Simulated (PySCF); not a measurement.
**One shape, several levels: NO2F (nitryl fluoride)**

Aim: a comparison of 6 runs (BLYP/cc-pVTZ, CAM-B3LYP/cc-pVTZ, M06-2X/cc-pVTZ, revPBE/cc-pVTZ, wB97X/cc-pVTZ, CCSD(T)/cc-pVTZ) of NO2F (nitryl fluoride). The job is set up through a Python script.

Program for the calculation: PySCF 2.14.0.

## (1) The structure to begin with

NO2F: 4 atoms, total charge 0, spin state singlet. SMILES: `O=[N+]([O-])F`. The coordinates come from a GFN2-xTB relaxation.

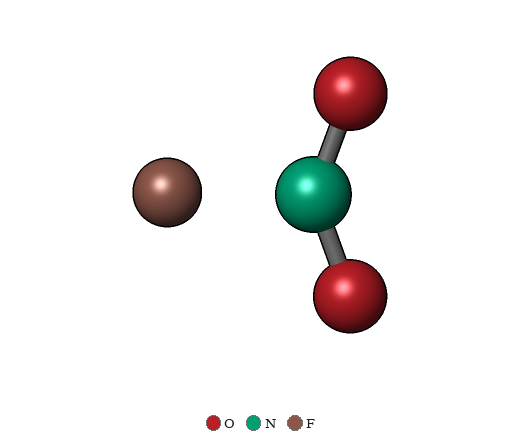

The structure, seen from a chosen angle (oxygen red, nitrogen teal, fluorine brown).

## (2) The energy at BLYP/cc-pVTZ (run 1)

input.xyz reads:

```xyz
4
FNO2
O      0.188740     0.465950     1.115660
N      0.109710    -0.098240     0.122020
O      0.475520    -1.064170    -0.373030
F     -0.773970     0.696460    -0.864650
```

job.py reads:

```python
# nitryl fluoride
from pyscf import gto, dft

mol = gto.M(
    atom='input.xyz',
    basis='cc-pvtz',
    max_memory=1860,
    verbose=3,
    spin=0,
)

myscf = dft.RKS(mol, xc='blyp')
myscf.conv_tol = 1e-10
myscf.grids.level = 5
myscf.kernel()
if not myscf.converged:
    myscf = myscf.newton().run(myscf.mo_coeff, myscf.mo_occ)

etot = myscf.e_tot
print('Final energy', etot)
```

Started as:

```console
$ OMP_NUM_THREADS=1 python job.py
```

The program printed:

```text
converged SCF energy = -305.001858570729
Final energy -305.00185857072915
```

It took 45 s on 1 thread of Intel Xeon at 2.50GHz (Skylake/Cascade Lake), shared host; peak memory 0.65 GiB.

## (3) The energy at CAM-B3LYP/cc-pVTZ (run 2)

input.py reads:

```python
from pyscf import gto, dft

mol = gto.M(
    atom=[
    ('O', (0.188740, 0.465950, 1.115660)),
    ('N', (0.109710, -0.098240, 0.122020)),
    ('O', (0.475520, -1.064170, -0.373030)),
    ('F', (-0.773970, 0.696460, -0.864650)),
],
    basis='cc-pvtz',
    max_memory=1860,
    charge=0,
    verbose=4,
)

mf = dft.RKS(mol)
mf.xc = 'cam-b3lyp'
mf.grids.level = 5
mf.conv_tol = 1e-10
mf.kernel()
if not mf.converged:
    mf = mf.newton().run(mf.mo_coeff, mf.mo_occ)

e_final = mf.e_tot
print('Final energy', e_final)
```

Started as:

```console
$ OMP_NUM_THREADS=1 python input.py
```

The program printed:

```text
PySCF version 2.14.0

[... 76 lines left out ...]
converged SCF energy = -304.914075397641
Final energy -304.9140753976412
```

It took 74 s on 1 thread of Intel Xeon at 2.50GHz (Skylake/Cascade Lake), shared host; peak memory 0.65 GiB.

Runs 3 to 5 aren't shown in full; the table further down has their settings and results.

## (4) A single-point energy at CCSD(T)/cc-pVTZ (run 6)

job.py reads:

```python
from pyscf import gto, scf, cc

mol = gto.M(
    atom='''
O      0.356667     0.880518     2.108292
N      0.207322    -0.185647     0.230584
O      0.898603    -2.010990    -0.704925
F     -1.462591     1.316119    -1.633952
''',
    spin=0,
    charge=0,
    max_memory=1860,
    basis='cc-pvtz',
    verbose=4,
    unit='bohr',
)

mf = scf.RHF(mol)
mf.conv_tol = 1e-10
mf.kernel()
if not mf.converged:
    mf = mf.newton().run(mf.mo_coeff, mf.mo_occ)

mycc = cc.CCSD(mf, frozen=4)
mycc.kernel()
e_t = mycc.ccsd_t()
e_final = mycc.e_tot + e_t
print(f'total energy: {e_final:.8f} hartree')
```

Started as:

```console
$ OMP_NUM_THREADS=1 python job.py
```

The program printed:

```text
PySCF version 2.14.0

[... 62 lines left out ...]
converged SCF energy = -303.523280748389
[... 12 lines left out ...]
Init t2, MP2 energy = -304.479503958455  E_corr(MP2) -0.956223210065611
[... 14 lines left out ...]
CCSD converged
[... 2 lines left out ...]
total energy: -304.49996866 hartree
```

It took 4.9 min on 1 thread of Intel Xeon at 2.50GHz (Skylake/Cascade Lake), shared host; peak memory 1.8 GiB.

## (5) Overview of the runs

| run | level | integration grid | frozen core orbitals | energy (Eh) | dipole moment (D) of the reference | HOMO energy (eV) | LUMO energy (eV) | wall time |
| --- | --- | --- | --- | --- | --- | --- | --- | --- |
| 1 | BLYP/cc-pVTZ | 5 | – | -305.001859 | 1.19 | -8.35 | -3.31 | 45 s |
| 2 | CAM-B3LYP/cc-pVTZ | 5 | – | -304.914075 | 1.19 | -12.07 | -1.14 | 74 s |
| 3 | M06-2X/cc-pVTZ | 5 | – | -304.886765 | 1.20 | -12.63 | -1.18 | 63 s |
| 4 | revPBE/cc-pVTZ | 5 | – | -304.941691 | 1.20 | -8.32 | -3.23 | 45 s |
| 5 | wB97X/cc-pVTZ | 5 | – | -304.928930 | 1.20 | -13.02 | 0.10 | 75 s |
| 6 | CCSD(T)/cc-pVTZ | – | 4 | -304.499969 | 1.10 | -15.20 | 2.16 | 4.9 min |

## (6) Results

| quantity | value |
| --- | --- |
| run 6: total energy | -304.49997 Eh |
| run 6: dipole moment (Hartree–Fock density) | 1.10 D |
| run 6: HOMO energy (Hartree–Fock orbitals) | -15.20 eV |
| run 6: LUMO energy (Hartree–Fock orbitals) | 2.16 eV |
| run 6: HOMO–LUMO gap (Hartree–Fock orbitals) | 17.35 eV |
| run 6: correlation energy (4 core orbitals frozen) | -976.7 mEh |
| run 6: (T) correction | -46.54 mEh |
| run 6: T1 diagnostic | 0.018 |

**Reading.** Over runs 1, 2, 3, 4, 5 the dipole moment (its size) runs from 1.19 D (CAM-B3LYP/cc-pVTZ) to 1.20 D (wB97X/cc-pVTZ). Over runs 1, 2, 3, 4, 5 the HOMO–LUMO gap runs from 5.04 eV (BLYP/cc-pVTZ) to 13.12 eV (wB97X/cc-pVTZ). Totals of different functionals can't be ranked against each other. All runs together took 9.9 min, the longest 4.9 min.
